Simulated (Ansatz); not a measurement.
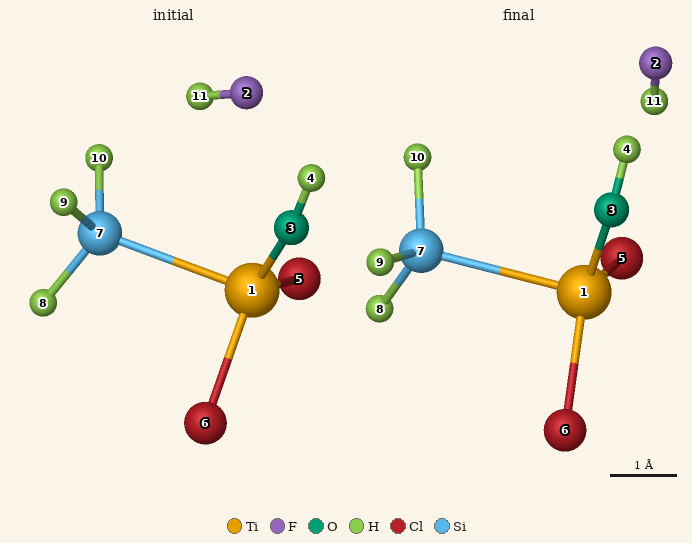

The structure of TiSiH5OCl2F before (left) and after (right) a relaxation, at one scale.

Style: ball-and-stick. Shown at a tilt.

The run prepares an end point of a later path (reaction) calculation, from a guessed geometry.

Computed with RHF/def2-SVP (Ansatz 0.2.0). Set-up: no spin polarisation; force threshold 0.03 eV/Å; at most 50 steps.

Summarise the run.

The energy falls by 0.320 eV in 24 accepted moves (27 points after the start). The largest force component goes from 0.81 to 0.022 eV/Å. The line search rejected the trial steps at points 3, 9, 21 of the run. The largest move after the best rigid fit is that of H11, 1.66 Å. By element the largest moves are H 1.66 Å, F 1.06 Å, O 0.50 Å, Si 0.49 Å, Cl 0.47 Å, Ti 0.22 Å. Near-neighbour distances that change, for instance: Ti1–F2 3.033 → 3.690 Å, Ti1–Si7 2.489 → 2.557 Å, Ti1–Cl5 2.232 → 2.254 Å, Si7–H10 1.487 → 1.479 Å. Among the angles between lasting bonds that change: Ti1–O3–H4 159.4° → 144.0°, O3–Ti1–Cl5 124.7° → 113.0°, O3–Ti1–Si7 103.8° → 96.4°. Groups turn about Ti1–Si7 by about 25°. Cost: 75 s on 4 threads of Arm Neoverse V1, on a shared host, peak memory 0.39 GiB.

Limits of the set-up: Hartree-Fock leaves out electron correlation.
